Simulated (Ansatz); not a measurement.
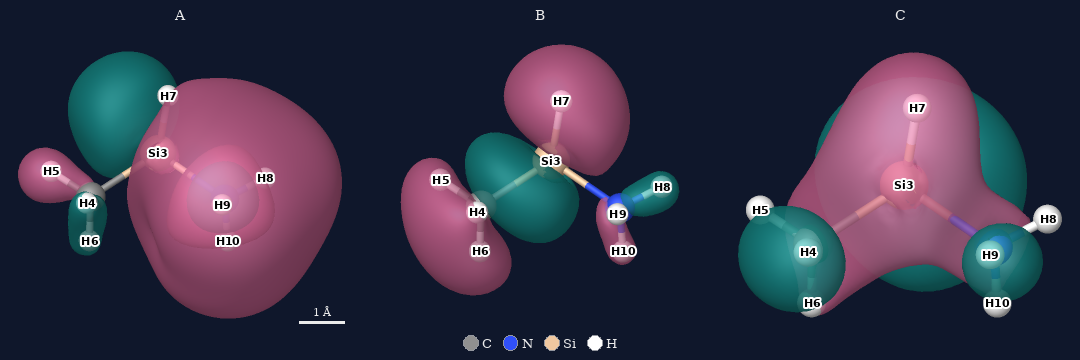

CH7NSi (SMILES C[SiH][NH3+]) (charge +1, doublet). Three frontier orbitals at ±0.06 Å⁻³ᐟ² (teal and pink are the two phases), in no order.

Geometry: PBE0-D3(BJ)/def2-SVP.

Level of theory: isolated molecule in a Gaussian basis; Kohn-Sham density functional theory, functional PBE0 in Ansatz.

```json
{"atom": "C", "x (Å)": "0.1522", "y (Å)": "0.0004", "z (Å)": "0.1392"}
{"atom": "N", "x (Å)": "-1.3772", "y (Å)": "1.7269", "z (Å)": "-1.8023"}
{"atom": "Si", "x (Å)": "-0.5112", "y (Å)": "1.7183", "z (Å)": "-0.0690"}
{"atom": "H", "x (Å)": "0.8620", "y (Å)": "-0.2538", "z (Å)": "-0.6666"}
{"atom": "H", "x (Å)": "0.7017", "y (Å)": "-0.0428", "z (Å)": "1.0940"}
{"atom": "H", "x (Å)": "-0.6438", "y (Å)": "-0.7583", "z (Å)": "0.1817"}
{"atom": "H", "x (Å)": "0.4745", "y (Å)": "2.8148", "z (Å)": "-0.2746"}
{"atom": "H", "x (Å)": "-1.7810", "y (Å)": "2.6467", "z (Å)": "-2.0214"}
{"atom": "H", "x (Å)": "-0.7300", "y (Å)": "1.5019", "z (Å)": "-2.5703"}
{"atom": "H", "x (Å)": "-2.1473", "y (Å)": "1.0487", "z (Å)": "-1.8594"}
```

Q: Which picture is the HOMO−1, the HOMO and the LUMO? All are α orbitals.

A: B is the HOMO−1 (α) (−14.74 eV). By Hirshfeld shares it lies mainly on C1 (about 35 %), Si3 (about 30 %), H7 (about 20 %) and H6 (about 5 %). C is the HOMO (α) (−11.59 eV). By Hirshfeld shares it lies mainly on Si3 (about 75 %), C1 (about 10 %) and H7 (about 5 %). A is the LUMO (α) (−5.48 eV). By Hirshfeld shares it lies mainly on Si3 (about 35 %), N2 (about 15 %), H9 (about 15 %), H10 (about 15 %) and H8 (about 10 %).

Q: What is the gap between the highest occupied and lowest empty α orbitals?

A: 6.11 eV between the orbital energies.
